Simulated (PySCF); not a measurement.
BH6NSi (SMILES NB[SiH3])

The calculation's input:

```
{"job": {"kind": "uv", "xc": "PBE0", "basis": "def2-SVPD", "nstates": 8, "ntriplets": 3}, "charge": 0, "multiplicity": 1}
N      1.560156    -0.269685    -0.270605
B      0.498182    -0.294548     0.611424
Si    -1.280889     0.305197     0.045424
H      2.496553    -0.564659    -0.040791
H      1.488880     0.047359    -1.224630
H      0.736156    -0.693370     1.694913
H     -2.328273    -0.727211     0.127847
H     -1.337515     0.763801    -1.358359
H     -1.819689     1.439110     0.816836
```

Command:

```sh
OMP_NUM_THREADS=1 python probes_run.py task.json out
```

Geometry: GFN2-xTB.

The calculation used PBE0/def2-SVPD, SCF density, gas phase (PySCF).

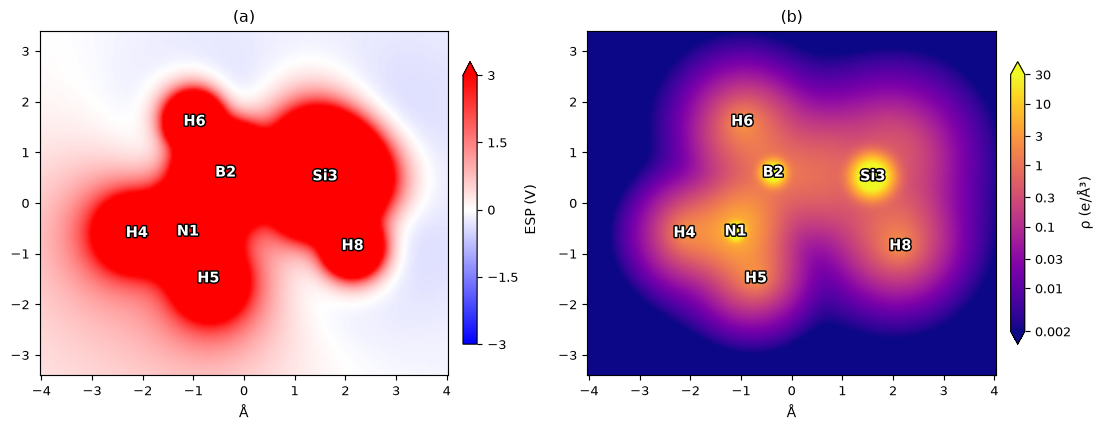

Figure 1. (a) molecular electrostatic potential; (b) total electron density on the plane of atoms Si3, B2 and H6.

> What do the fields say about this system?

The plane passes through N, B, Si and H nuclei. B–N (1.38 Å): ρ is about 2 e/Å³ halfway. Si–B (1.96 Å): ρ is about 0.85 e/Å³ halfway. N–H (1.01 Å): the density is about 2.9 e/Å³ at the midpoint. B–H (1.18 Å): ρ at the midpoint is about 1.2 e/Å³. Si–H (1.48 Å): ρ is about 0.75 e/Å³ halfway. Outside the dense part of the molecule the potential is most negative (−0.4 V) near H8.

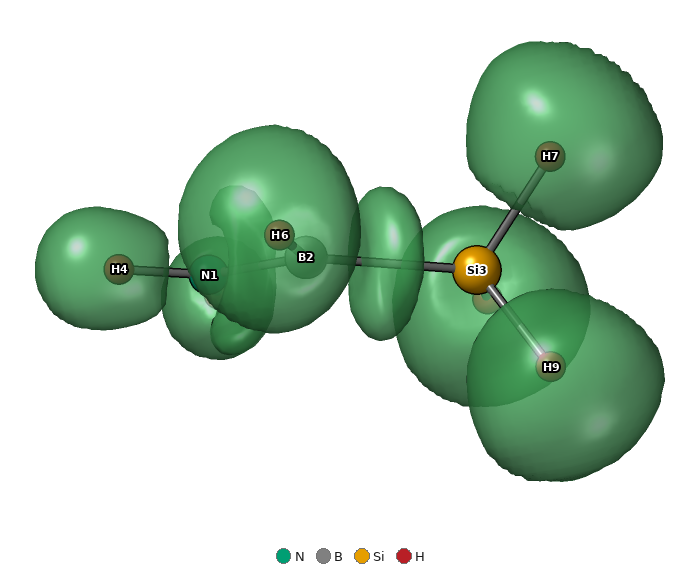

Figure 2. Isosurface of the electron localisation function at 0.85 (green), seen from one side. Only the valence region is drawn (cores and ρ < 0.01 e/Å³ removed).

> Describe the localisation domains.

At this value the surface marks out one region between bonded B–N atoms (shared pairs), one region between bonded B–Si atoms (shared pairs) and six regions around hydrogen nuclei. Along the contacts the grid gives the following. B–N (1.38 Å): the ELF peaks at about 0.95 between the atoms (a polar covalent bond). Si–B (1.96 Å): the ELF peaks at about 1 between the atoms, as expected for localised, covalent bonding.

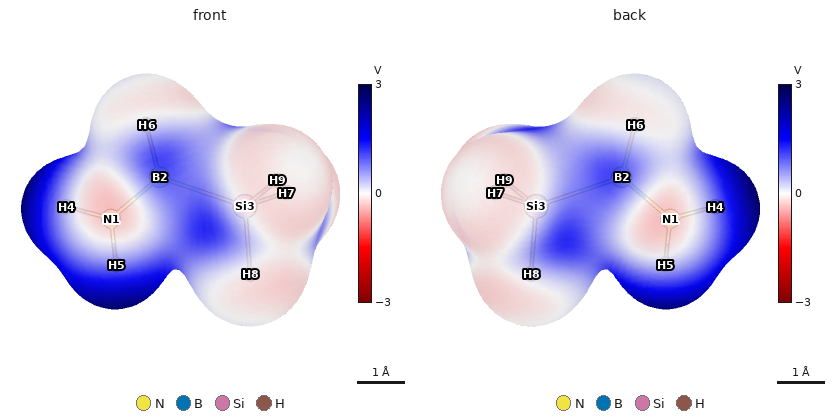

Figure 3. The molecular electrostatic potential painted on the density surface at 0.004 e/bohr³, seen from the front and from behind; the colour scale runs from red (negative) to blue (positive).

> Which sites attract a positive test charge, and which a negative one?

A positive charge is drawn to the negative regions and a negative charge to the positive ones. The most negative region (about −0.3 V) lies over N1, the most positive (about +2.7 V) over H4 and H5.
